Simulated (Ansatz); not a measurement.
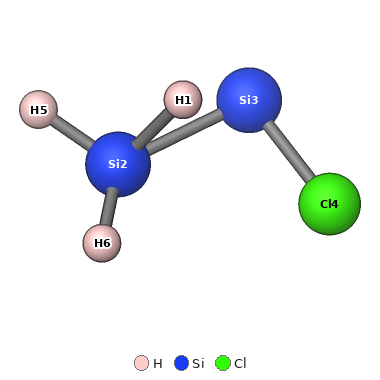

The system is the reacting system ClH₃Si₂ (one molecule; an intramolecular 1,2-shift); the picture shows the reference structure. 
- The first coordinate is: distance H1–Si3 (bond that forms); the second: distance H1–Si2 (bond that breaks).
- Relaxed at each point: all other coordinates.
- The grid has 13 × 13 points.
- Points are written as (first, second).
- All energies are given in eV relative to the lowest grid point.
- The reference is spin-restricted, so regions where a bond is pulled apart into radicals lie too high.
- Computed with RKS B3LYP-D4/def2-SVP (Ansatz).

Its coordinates:

```xyz
6

H    -0.5226    0.5697    0.8033
Si    0.7882   -0.2970    0.1395
Si   -1.4837   -0.7245    0.0466
Cl   -1.8756    0.3814   -1.7436
H     1.5205   -0.6348    1.3995
H     1.5734    0.7052   -0.6453
```

Range: distance H1–Si3 (bond that forms) from 1.278 to 3.078 Å; distance H1–Si2 (bond that breaks) from 1.278 to 2.778 Å.

Question: What landscape does the calculation give?

Answer: The lowest grid point is at (3.078 Å, 1.543 Å). It lies at the edge of the scanned range, so the true minimum may lie outside. The highest grid point, (1.278 Å, 1.278 Å), lies 2.98 eV above the lowest. On the interpolated surface the lowest path from the side where the first distance is long, about (3.08 Å, 1.49 Å), to the side where the second distance is long, (1.470 Å, 2.778 Å), has its top at about (1.58 Å, 2.23 Å), about 0.83 eV above the start and 0.47 eV above the end.

```csv
"second ↓, first →",1.278,1.359,1.470,1.596,1.734,1.881,2.035,2.196,2.362,2.534,2.711,2.892,3.078
2.778,0.83,0.49,0.34,0.45,0.75,1.14,1.56,1.92,2.16,2.35,2.50,2.63,2.73
2.623,0.95,0.62,0.47,0.57,0.84,1.19,1.53,1.77,1.97,2.13,2.27,2.37,2.46
2.472,1.12,0.77,0.61,0.69,0.93,1.18,1.39,1.58,1.75,1.89,2.00,2.09,2.16
2.325,1.30,0.95,0.76,0.80,0.93,1.05,1.20,1.36,1.50,1.61,1.70,1.77,1.83
2.182,1.51,1.13,0.89,0.80,0.81,0.88,0.99,1.11,1.22,1.31,1.38,1.43,1.47
2.043,1.71,1.26,0.88,0.70,0.66,0.69,0.77,0.86,0.94,1.00,1.05,1.08,1.09
1.909,1.76,1.24,0.82,0.60,0.52,0.53,0.56,0.62,0.67,0.70,0.72,0.72,0.73
1.780,1.77,1.23,0.78,0.52,0.42,0.39,0.41,0.43,0.45,0.45,0.44,0.43,0.41
1.658,1.81,1.25,0.78,0.50,0.36,0.31,0.29,0.29,0.27,0.25,0.22,0.18,0.15
1.543,1.92,1.35,0.87,0.57,0.40,0.32,0.27,0.23,0.19,0.14,0.08,0.03,0.00
1.438,2.16,1.59,1.09,0.77,0.59,0.47,0.40,0.33,0.26,0.18,0.11,0.05,0.02
1.345,2.54,1.97,1.47,1.14,0.94,0.80,0.70,0.60,0.51,0.42,0.33,0.27,0.22
1.278,2.98,2.41,1.90,1.57,1.35,1.20,1.08,0.96,0.85,0.75,0.66,0.58,0.54
```

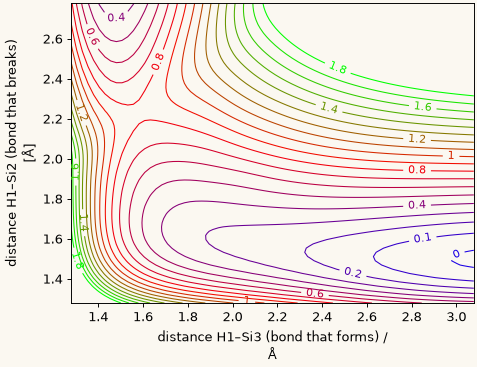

Drawn: contour lines labelled in eV (none above 1.8). Between grid points the surface is interpolated.

Each point was launched as `ansatz run input.yaml --threads 1 --pin off --max-ram 2560MiB --backend cpu --events-out ev --progress --plain --runs-dir out`. Time for the 169 points that were run: 18 min on 1 thread of Arm Neoverse V1, with other jobs on the host.
